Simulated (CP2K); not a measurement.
Acrylamide has these distinct C atoms: C1 (bonded to C and 2 H), C2 (bonded to 2 C and H) and C3 (bonded to C, N and O).

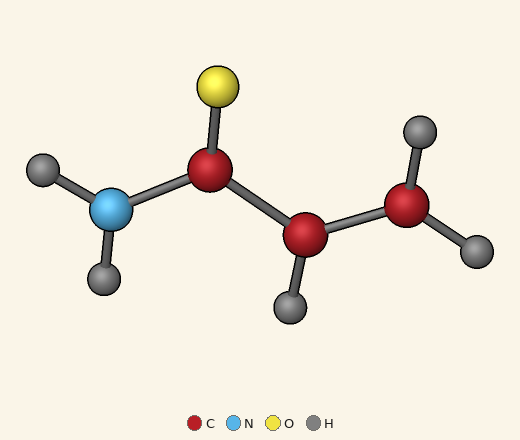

The molecule (carbon red, nitrogen blue, oxygen yellow, hydrogen grey).

```xyz
10

C    -1.7750   -0.2196    0.3751
C    -0.5679   -0.4078   -0.1671
C     0.5888    0.4628    0.2089
N     1.7692    0.1388   -0.4191
O     0.5098    1.3943    1.0175
H    -1.9205    0.5797    1.1030
H    -2.6260   -0.8451    0.1086
H    -0.4006   -1.2027   -0.8987
H     1.8325   -0.6015   -1.1061
H     2.5895    0.7011   -0.2220
```

Their partial C K spectra (CP2K XAS_TDP, all-electron GAPW, PBEh(45%), aug-cc-pVDZ, TDA, GW2X-corrected core level, no relativity) are given in random order, each times the number of alike atoms.

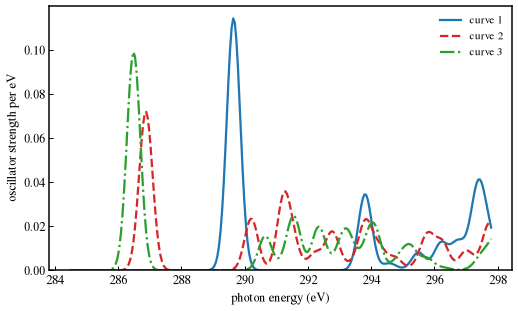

Gaussian full width 0.5 eV, oscillator strength per eV, alike atoms added, rows of zeros left out.

**Question.** Which curve belongs to which atom?

Curve 1: C3 (bonded to C, N and O), leading line at 289.65 eV (f = 0.061 an atom), ionisation energy 295.65 eV, term value 6.00 eV. Curve 2: C2 (bonded to 2 C and H), leading line at 286.88 eV (f = 0.038 an atom), ionisation energy 292.50 eV, term value 5.62 eV. Curve 3: C1 (bonded to C and 2 H), leading line at 286.49 eV (f = 0.053 an atom), ionisation energy 292.65 eV, term value 6.16 eV. The leading line of an atom is its first one with 35 % of the strongest within 2.5 eV of its lowest line over the strength cut. A line lies at the core ionisation energy, which rises as an atom loses charge to its neighbours or to a π system, less the term value, which is large for a low π* or σ* orbital with weight on that atom.

[Banner, clock and machine lines of the logs are left out without a mark of their own.]

[Logs are printed without paths, hosts, clocks, repeated set-up lines and the standing remarks that a program may print on its own settings, such as how far it seeks lower states.]

[Hosts, paths, dates, database ids (printed as entryN), source tags and the programs' standing remarks are cut or masked in the printed files.]
